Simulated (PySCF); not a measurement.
SMILES [GeH3][CH2]C[Si](F)(F)F (C₂H₇F₃GeSi), singlet at its GFN2-xTB optimised geometry (Å):

```
14

F     -0.2862    -0.6839     1.4501
Si     0.1079    -0.1707     0.0000
F      1.6955    -0.1707     0.0000
F     -0.2748     1.3689     0.0000
C     -0.6405    -1.1625    -1.4041
C     -0.5084    -0.4737    -2.7691
Ge     1.3628    -0.0446    -3.2516
H     -0.1421    -2.1345    -1.4524
H     -1.6955    -1.3689    -1.2025
H     -1.0885     0.4513    -2.7715
H     -0.9411    -1.1153    -3.5400
H      2.2557    -1.2147    -2.9946
H      1.8837     1.1281    -2.4950
H      1.4423     0.2776    -4.7120
```

Computed with PBE0/def2-TZVP (PySCF). Cells within 0.4 Å of a nucleus heavier than hydrogen are left out (blank, or x).

Map of the Laplacian of the electron density (e/bohr⁵), clipped to [-1.50, 1.50] on the plane z = 0.0 Å:

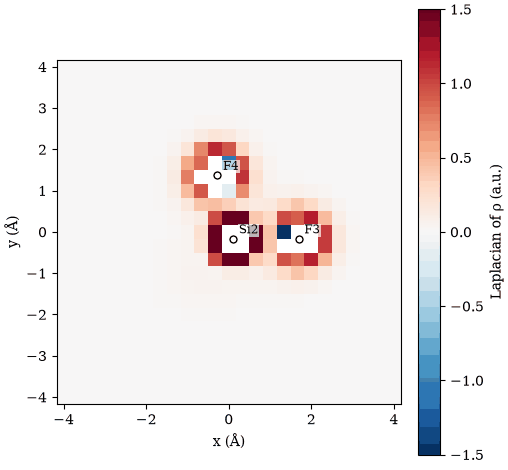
Laplacian of the electron density (e/bohr⁵), clipped to [-1.50, 1.50] on the plane z = 0.0 Å.
